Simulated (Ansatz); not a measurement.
OSSi (charge −1, doublet)

The calculation's input:

```
crystal:
  periodic: [false, false, false]
  atoms:
    - symbol: O
      position_ang: [-0.132387, 3.932188, -3.753547]
    - symbol: S
      position_ang: [-1.179003, 1.370135, -1.860742]
    - symbol: Si
      position_ang: [-1.205218, 2.901607, -3.229756]
basis:
  gaussian:
    orbitals: def2-TZVPD
total_charge: -1
magnetization:
  spin_polarized: true
  initial_magnetization: 1
hamiltonian:
  xc: {name: PBE0}
output: {forces: true, orbitals: {seedname: orbitals}}
```

Launched as:

```sh
ansatz run input.yaml --threads 1 --pin off --max-ram 2610MiB --events-out events.jsonl --progress --plain --runs-dir runs
```

Geometry: B3LYP-D3(BJ)/def2-SVPD.

Level of theory: isolated molecule in a Gaussian basis; Kohn-Sham density functional theory, functional PBE0 in Ansatz 0.2.0.

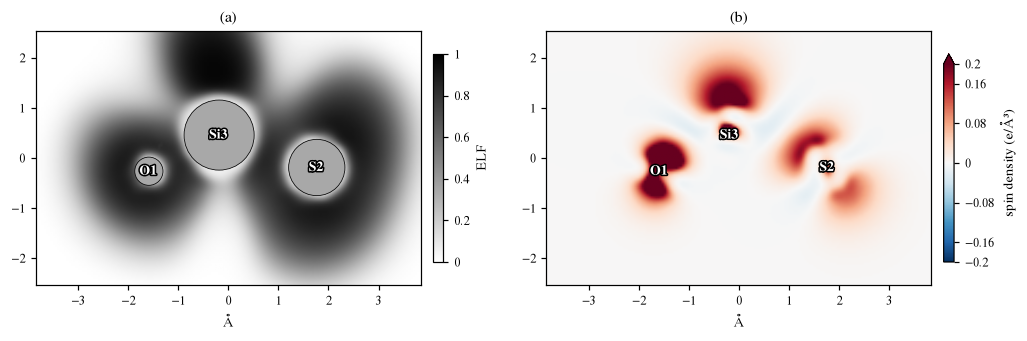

Figure 1. (a) ELF; (b) spin density on the molecular plane. Grey discs cover the atomic cores in the ELF map.

What do the fields say about this system?

Answer. The plane passes through O, S and Si nuclei.
Si–O (1.58 Å): the ELF peaks at about 0.80 between the atoms; a short, strongly polar bond.
Si–S (2.05 Å): the ELF peaks at about 0.85 between the atoms (localised, covalent bonding).
The ELF also peaks beside S2, O1 and Si3, away from the bonds: non-bonding electrons, paired or unpaired.
The unpaired spin (1 electron) lies mostly on Si3 (about 0.6), S2 (about 0.2) and O1 (about 0.2), in electrons by Hirshfeld's partition.

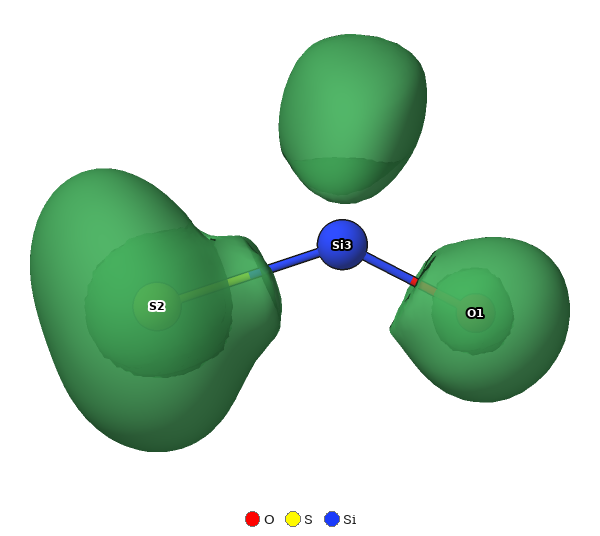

Figure 2. Isosurface of the ELF at 0.75 (green), seen across its widest extent. Only the valence region is drawn (cores and ρ < 0.01 e/Å³ removed).

What do the ELF domains correspond to?

Answer. The ELF exceeds this value in one region on S in which the atom's valence shell and bonds are merged, one lobe on Si, pointing away from the bonds (non-bonding electrons) and one region wrapped around O (its lone pairs, merged into a ring or cap).

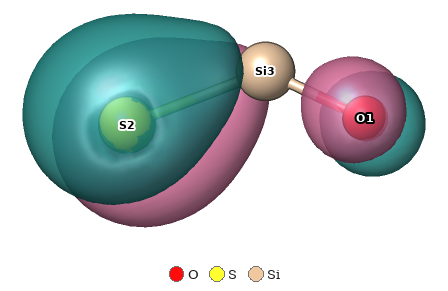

Figure 3. The HOMO−1 (β) at ±0.1 Å⁻³ᐟ² (teal and pink are the two phases), seen at a tilt.

What is the character of this orbital?

Answer. It lies mainly on S2 (about 70 %) and O1 (about 15 %); it changes sign across the molecular plane (π type); π-antibonding (a node) across O1–Si3. Its energy is −2.29 eV.
